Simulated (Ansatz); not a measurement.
## AlSiPH₈O: geometry relaxation (part 1 of 2)

AlSiPH₈O, computed with RHF/def2-SVP (Ansatz 0.2.0).

The input holds or restrains some coordinates. Forces given for the steps count only the free coordinates. It belongs to a series of runs on one base structure; here: pulled along the bonds that form and break, towards end B. Figures and captions count atoms from 1; the log counts them from 0 in places.

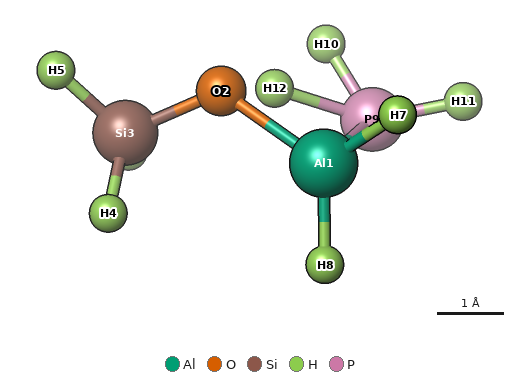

The input geometry (ball-and-stick view, seen at a tilt; atoms are numbered from 1 in the order of the input). Sticks mark near contacts.

The input
```yaml
crystal:
  periodic: [false, false, false]
  atoms:
    - { symbol: Al, position_ang: [0.0, 0.0, 0.0] }
    - { symbol: O, position_ang: [0.0, 0.0, 2.13] }
    - { symbol: Si, position_ang: [-1.3147, -0.4067, 3.0936] }
    - { symbol: H, position_ang: [-2.239, -1.2403, 2.3304] }
    - { symbol: H, position_ang: [-0.8506, -1.1432, 4.2657] }
    - { symbol: H, position_ang: [-1.9987, 0.8095, 3.5233] }
    - { symbol: H, position_ang: [1.351, 0.0, -0.78] }
    - { symbol: H, position_ang: [-1.351, 0.0, -0.78] }
    - { symbol: P, position_ang: [0.1156, 2.4456, 0.8135] }
    - { symbol: H, position_ang: [0.6761, 2.4854, 2.1176] }
    - { symbol: H, position_ang: [0.927, 3.2022, -0.0729] }
    - { symbol: H, position_ang: [0.0596, 1.2596, 1.9613] }
basis:
  gaussian: { orbitals: def2-SVP }
hamiltonian:
  xc: hf
relax:
  f_tol: 0.15
  max_steps: 25
  restrain:
    - { distance: [0, 8], at: 2.28, k: 30.0 }
    - { distance: [11, 1], at: 1.01, k: 30.0 }
    - { distance: [0, 1], at: 2.98, k: 30.0 }
    - { distance: [11, 8], at: 2.62, k: 30.0 }
```

Command:
```bash
ansatz run input.yaml --threads 2 --pin off --max-ram 3072MiB --backend cpu --events-out ev --progress --plain --runs-dir out
```

Output
```
The last accepted step is kept in [file] (removed where the run ends without a failure and the disk answers)
Engine: ansatz 0.2.0, x86_64-unknown-linux-gnu
Functional definition: HF
  exchange = exact_x
  correlation = 0
1099 factors; integrals over basis functions are off by at most 3.9e-4 eV
mean field evaluation 1: about -25866.8154 eV, gradient 3.2e1 eV
mean field evaluation 2: about -25866.8177 eV, gradient 3.2e1 eV
mean field evaluation 4: about -25869.5462 eV, gradient 3.8e0 eV
mean field evaluation 8: about -25869.6093 eV, gradient 2.7e-2 eV
mean field -25869.60914315 eV, -950.6906009600 hartree, gradient 2.8e-5 eV, S^2 0.000000; 0 other end points of the search recorded, 0 dependent functions left out
the calculation of the forces begins
reference -25869.60914315 eV, -950.6906009600 hartree; 29, 29 occupied and 79, 79 virtual orbitals, 1099 factors
relax step   1: F+E_penalty+E_count = -25869.60914315 eV  Δ(F+E_penalty+E_count) = +0.000e0 eV  max|allowed force component| = 5.083e0 eV/Å  E_restraint = 27.29086833 eV  max|allowed force component, restraints' pulls added| = 3.374e1 eV/Å  Δτ_max = 0.0000 Å  (27 SCF iters, accepted)
  distance Al 0 - P 8 = 2.5799 Å
  distance H 11 - O 1 = 1.2722 Å
  distance Al 0 - O 1 = 2.1300 Å
  distance H 11 - P 8 = 1.6514 Å
these checks for a lower state are left out or cut short: starts, cluster_reference, orbital_swaps, neighbouring_geometries, increment
1099 factors; integrals over basis functions are off by at most 4.1e-4 eV
mean field evaluation 16: about -25870.6533 eV, gradient 1.0e-5 eV
mean field -25870.65329510 eV, -950.7289728363 hartree, gradient 1.2e-5 eV, S^2 0.000000; 0 other end points of the search recorded, 0 dependent functions left out
[... from here on the field's lines of each further geometry are left out, up to the last ...]
relax step   2: F+E_penalty+E_count = -25870.65329510 eV  Δ(F+E_penalty+E_count) = -1.044e0 eV  max|allowed force component| = 4.825e0 eV/Å  E_restraint = 13.21785127 eV  max|allowed force component, restraints' pulls added| = 2.155e1 eV/Å  Δτ_max = 0.1949 Å  (28 SCF iters, accepted)
relax step   3: F+E_penalty+E_count = -25871.18404811 eV  Δ(F+E_penalty+E_count) = -5.308e-1 eV  max|allowed force component| = 2.946e0 eV/Å  E_restraint = 4.71646193 eV  max|allowed force component, restraints' pulls added| = 9.319e0 eV/Å  Δτ_max = 0.1947 Å  (28 SCF iters, accepted)
relax step   4: F+E_penalty+E_count = -25871.60069480 eV  Δ(F+E_penalty+E_count) = -4.166e-1 eV  max|allowed force component| = 2.932e0 eV/Å  E_restraint = 0.80277997 eV  max|allowed force component, restraints' pulls added| = 3.704e0 eV/Å  Δτ_max = 0.1947 Å  (29 SCF iters, accepted)
relax step   5: F+E_penalty+E_count = -25872.19060734 eV  Δ(F+E_penalty+E_count) = -5.899e-1 eV  max|allowed force component| = 2.125e0 eV/Å  E_restraint = 0.04186638 eV  max|allowed force component, restraints' pulls added| = 1.086e0 eV/Å  Δτ_max = 0.1946 Å  (27 SCF iters, accepted)
relax step   6: F+E_penalty+E_count = -25872.34688318 eV  Δ(F+E_penalty+E_count) = -1.563e-1 eV  max|allowed force component| = 1.618e0 eV/Å  E_restraint = 0.04487011 eV  max|allowed force component, restraints' pulls added| = 6.173e-1 eV/Å  Δτ_max = 0.1918 Å  (29 SCF iters, accepted)
relax step   7: F+E_penalty+E_count = -25872.37012205 eV  Δ(F+E_penalty+E_count) = -2.324e-2 eV  max|allowed force component| = 2.027e0 eV/Å  E_restraint = 0.03497031 eV  max|allowed force component, restraints' pulls added| = 8.890e-1 eV/Å  Δτ_max = 0.1271 Å  (28 SCF iters, accepted)
relax step   8: F+E_penalty+E_count = -25872.41866875 eV  Δ(F+E_penalty+E_count) = -4.855e-2 eV  max|allowed force component| = 1.809e0 eV/Å  E_restraint = 0.03582953 eV  max|allowed force component, restraints' pulls added| = 6.119e-1 eV/Å  Δτ_max = 0.1942 Å  (27 SCF iters, accepted)
relax step   9: F+E_penalty+E_count = -25872.46020561 eV  Δ(F+E_penalty+E_count) = -4.154e-2 eV  max|allowed force component| = 1.402e0 eV/Å  E_restraint = 0.04088208 eV  max|allowed force component, restraints' pulls added| = 6.810e-1 eV/Å  Δτ_max = 0.1961 Å  (27 SCF iters, accepted)
relax step  10: F+E_penalty+E_count = -25872.50352048 eV  Δ(F+E_penalty+E_count) = -4.331e-2 eV  max|allowed force component| = 1.434e0 eV/Å  E_restraint = 0.03681811 eV  max|allowed force component, restraints' pulls added| = 2.352e-1 eV/Å  Δτ_max = 0.2000 Å  (27 SCF iters, accepted)
relax step  11: F+E_penalty+E_count = -25872.53715651 eV  Δ(F+E_penalty+E_count) = -3.364e-2 eV  max|allowed force component| = 1.359e0 eV/Å  E_restraint = 0.03718040 eV  max|allowed force component, restraints' pulls added| = 1.361e-1 eV/Å  Δτ_max = 0.2000 Å  (28 SCF iters, accepted)
relax step  12: F+E_penalty+E_count = -25872.56407034 eV  Δ(F+E_penalty+E_count) = -2.691e-2 eV  max|allowed force component| = 1.209e0 eV/Å  E_restraint = 0.03981817 eV  max|allowed force component, restraints' pulls added| = 5.277e-1 eV/Å  Δτ_max = 0.1955 Å  (28 SCF iters, accepted)
relax step  13: F+E_penalty+E_count = -25872.58540923 eV  Δ(F+E_penalty+E_count) = -2.134e-2 eV  max|allowed force component| = 1.182e0 eV/Å  E_restraint = 0.04133333 eV  max|allowed force component, restraints' pulls added| = 4.280e-1 eV/Å  Δτ_max = 0.1942 Å  (22 SCF iters, accepted)
relax step  14: F+E_penalty+E_count = -25872.62910536 eV  Δ(F+E_penalty+E_count) = -4.370e-2 eV  max|allowed force component| = 1.298e0 eV/Å  E_restraint = 0.03735319 eV  max|allowed force component, restraints' pulls added| = 5.247e-1 eV/Å  Δτ_max = 0.1957 Å  (28 SCF iters, accepted)
relax step  15: F+E_penalty+E_count = -25872.67857349 eV  Δ(F+E_penalty+E_count) = -4.947e-2 eV  max|allowed force component| = 1.288e0 eV/Å  E_restraint = 0.03681095 eV  max|allowed force component, restraints' pulls added| = 2.065e-1 eV/Å  Δτ_max = 0.1996 Å  (27 SCF iters, accepted)
relax step  16: F+E_penalty+E_count = -25872.70825702 eV  Δ(F+E_penalty+E_count) = -2.968e-2 eV  max|allowed force component| = 1.229e0 eV/Å  E_restraint = 0.03410718 eV  max|allowed force component, restraints' pulls added| = 1.676e-1 eV/Å  Δτ_max = 0.2000 Å  (27 SCF iters, accepted)
the calculation of the forces begins
reference -25872.71830563 eV, -950.8048605735 hartree; 29, 29 occupied and 79, 79 virtual orbitals, 1095 factors
relax step  17: F+E_penalty+E_count = -25872.71830563 eV  Δ(F+E_penalty+E_count) = -1.005e-2 eV  max|allowed force component| = 1.196e0 eV/Å  E_restraint = 0.03341466 eV  max|allowed force component, restraints' pulls added| = 1.426e-1 eV/Å  Δτ_max = 0.1491 Å  (27 SCF iters, accepted)
```

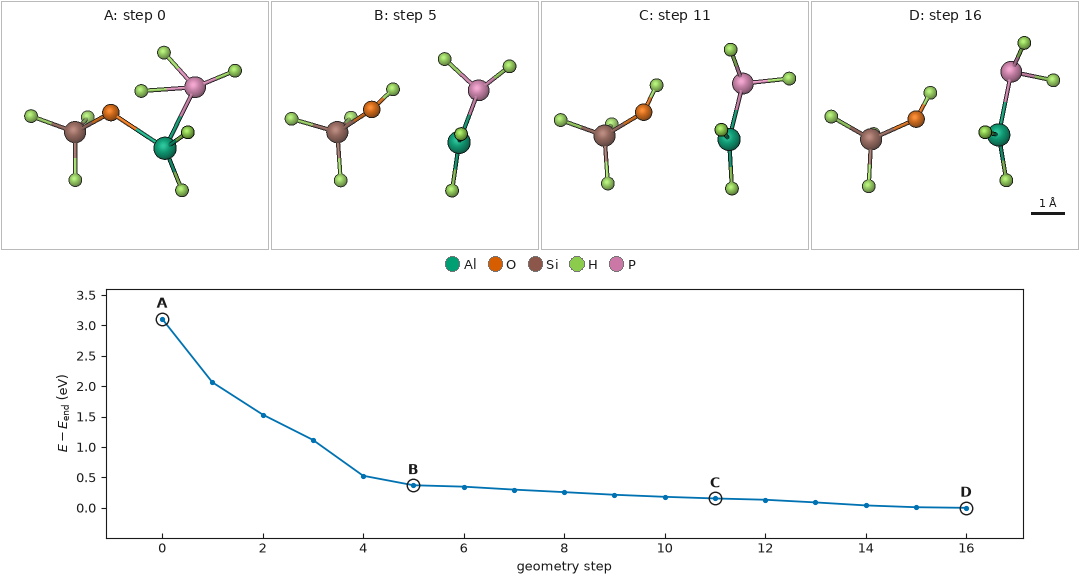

Frames of the restrained relaxation (ball-and-stick view, seen at a tilt) above the curves, on which the letters mark them (the first geometry is step 0 here and step 1 in the log).

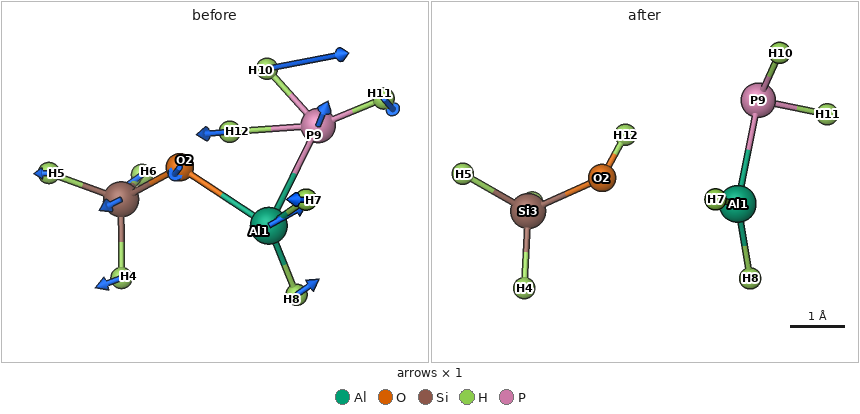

Before (left) and after (right) the restrained relaxation, at one scale (ball-and-stick view, seen at a tilt). The blue arrows give the displacements, at true length. The largest move after the best rigid fit is that of H10, 2.17 Å. Largest moves by element: H 2.17 Å, Al 0.83 Å, O 0.69 Å, P 0.64 Å, Si 0.53 Å. Among the contacts that change: P9–H12 1.651 → 2.624 Å, Al1–O2 2.130 → 2.964 Å, O2–H12 1.272 → 0.972 Å, Al1–P9 2.580 → 2.302 Å. New bonds form: O2–H12 (1.27 → 0.97 Å). Bonds break: Al1–O2 (2.13 → 2.96 Å). Among the angles that change: H7–Al1–P9 96.8° → 120.3°, H8–Al1–P9 101.3° → 117.7°, H10–P9–H11 109.4° → 97.9°. The energy falls by 3.109 eV in 16 geometry steps. Largest force component: 5.1 eV/Å at the start, 1.2 eV/Å at the end. (Atoms are counted from 1 in the order of the input.)

```
  distance Al 0 - P 8 = 2.3022 Å
  distance H 11 - O 1 = 0.9718 Å
  distance Al 0 - O 1 = 2.9639 Å
  distance H 11 - P 8 = 2.6242 Å
1095 factors; integrals over basis functions are off by at most 7.0e-4 eV
mean field -25872.71830563 eV, -950.8048605735 hartree, gradient 1.9e-5 eV, S^2 0.000000; 1 other end points of the search recorded, 0 dependent functions left out
the calculation of the forces begins
reference -25872.71830563 eV, -950.8048605735 hartree; 29, 29 occupied and 79, 79 virtual orbitals, 1095 factors
Total energy: -25872.71830563 eV, -950.8048605735 hartree
Atom 0 at     0.326220     0.633003    -0.383977 Å, force    -0.366254    -0.645605     0.039649 eV/Å
Atom 1 at    -0.612026     0.151245     2.385904 Å, force     0.482050     1.085568    -0.084162 eV/Å
Atom 2 at    -1.631220    -0.657190     3.422710 Å, force    -0.014532     0.023510     0.020980 eV/Å
Atom 3 at    -2.329108    -1.691158     2.638555 Å, force     0.032860    -0.020144    -0.031136 eV/Å
Atom 4 at    -0.878052    -1.293256     4.525551 Å, force     0.021639     0.010667    -0.014815 eV/Å
Atom 5 at    -2.615394     0.281682     4.004042 Å, force    -0.007088     0.031401     0.006910 eV/Å
Atom 6 at     1.492483    -0.408256    -0.601922 Å, force    -0.006745    -0.003536     0.036050 eV/Å
Atom 7 at    -1.122936     0.403250    -0.971549 Å, force     0.053546     0.014405    -0.064610 eV/Å
Atom 8 at     0.726502     2.606610     0.731732 Å, force     0.282705     0.653522     0.218887 eV/Å
Atom 9 at     2.100680     2.781932     0.465497 Å, force    -0.000721     0.036456    -0.003826 eV/Å
Atom 10 at     0.228591     3.549075    -0.190788 Å, force    -0.029982     0.010185    -0.009209 eV/Å
Atom 11 at    -0.310439     1.055162     2.576744 Å, force    -0.447478    -1.196430    -0.114719 eV/Å
Dipole moment:    -0.023325     0.102302     0.106912 e Å
```

Trajectory as extended XYZ (Å, eV, eV/Å), 17 frames, from step=1 to step=17
```
12
Properties=species:S:1:pos:R:3:forces:R:3 step=1 energy=-25869.60914
Al    0.0000    0.0000    0.0000    0.7079   2.5158   1.3752
O     0.0000    0.0000    2.1300   -0.8240   2.5935  -1.7086
Si   -1.3147   -0.4067    3.0936    0.2043  -0.2240   0.3313
H    -2.2390   -1.2403    2.3304   -0.1877  -0.2329  -0.2789
H    -0.8506   -1.1432    4.2657    0.1290  -0.1846   0.2563
H    -1.9987    0.8095    3.5233   -0.1082   0.3358   0.0495
H     1.3510    0.0000   -0.7800    0.3056  -0.9942   0.1080
H    -1.3510    0.0000   -0.7800   -0.3625  -0.7043   0.3318
P     0.1156    2.4456    0.8135   -2.0784   2.1749  -2.2037
H     0.6761    2.4854    2.1176    0.6586   0.2861   0.0356
H     0.9270    3.2022   -0.0729    0.6055  -0.4829   0.8474
H     0.0596    1.2596    1.9613    0.9499  -5.0833   0.8561
12
Properties=species:S:1:pos:R:3:forces:R:3 step=2 energy=-25870.65330
Al    0.0089    0.0951   -0.1096    0.5926   2.7614   1.3049
O     0.0096    0.0174    2.2554    0.3501   3.9876  -2.8557
Si   -1.3294   -0.4127    3.1111   -0.6001  -0.2922   1.0982
H    -2.2403   -1.2426    2.3270   -0.1010  -0.1962  -0.3209
H    -0.8505   -1.1461    4.2705   -0.0195  -0.3374   0.4169
H    -2.0009    0.8129    3.5247   -0.2657   0.3117   0.1085
H     1.3612   -0.0090   -0.7849    0.8732  -1.1251  -0.2818
H    -1.3598   -0.0060   -0.7817   -0.7399  -0.8032   0.0869
P     0.0969    2.4993    0.6965   -2.1311  -0.2438   1.1428
H     0.6714    2.4878    2.0919    0.0248   0.2316  -1.6823
H     0.9451    3.2099   -0.0800    1.5399   0.5310  -0.3177
H     0.0630    1.1063    2.0816    0.4765  -4.8254   1.3001
12
Properties=species:S:1:pos:R:3:forces:R:3 step=3 energy=-25871.18405
Al    0.0168    0.2118   -0.2293    0.4326   2.4083   1.0983
O     0.0218    0.0361    2.3696    0.7093  -0.2511  -2.2236
Si   -1.3427   -0.4169    3.1303   -0.9286  -0.4397   1.3374
H    -2.2402   -1.2443    2.3228   -0.0247  -0.1347  -0.3124
H    -0.8528   -1.1519    4.2777   -0.1924  -0.4672   0.5735
H    -2.0063    0.8167    3.5268   -0.4048   0.3004   0.1622
H     1.3786   -0.0253   -0.7927    1.1625  -1.1643  -0.4995
H    -1.3732   -0.0178   -0.7834   -0.8750  -0.8166  -0.0623
P     0.0691    2.5241    0.5964   -1.9438  -0.7004   2.9456
H     0.6666    2.4900    2.0562   -0.4417   0.2493  -2.5826
H     0.9692    3.2217   -0.0903    1.9326   0.8457  -0.8287
H     0.0686    0.9679    2.2184    0.5742   0.1702   0.3920
```
